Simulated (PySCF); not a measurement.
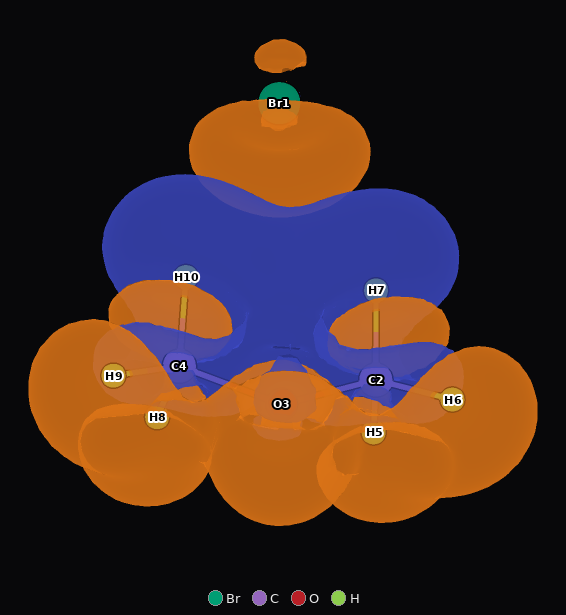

C2H6BrO, charge −1, SMILES `[Br-].COC`. Density of the complex less the densities of the two fragments at the same geometry, ±0.003 e/Å³ (orange: gain, blue: loss). Fragment A: Br(−1) (atom 1); fragment B: H6C2O.

Method: B3LYP/def2-SVPD; geometry: GFN2-xTB; program: PySCF. GFN2-xTB bond lengths at metals and heavier atoms can be off by up to 0.1 Å and shapes distorted, which carries into these values.

### Which way does charge flow?

Hirshfeld charges show 0.018 e passing from A to B. By Hirshfeld charges, electrons gather most on O3 (−0.023 e) and leave H7 and H10 alike most (+0.037 e); 0.20 e is displaced in all.

### What is the interaction energy, and which contacts carry it?

The counterpoise-corrected interaction energy of the frozen fragments is −5.0 kcal/mol without dispersion correction and −6.8 kcal/mol with D3(BJ). The pair geometry is semi-empirical, not a minimum at this level. Contacts: Br1···H7, weak C–H hydrogen bond, 2.84 Å, ρ = 0.010 a.u.; Br1···H10, weak C–H hydrogen bond, 2.84 Å, ρ = 0.010 a.u. The pose is a local one from a semi-empirical search, not shown to be the most stable.
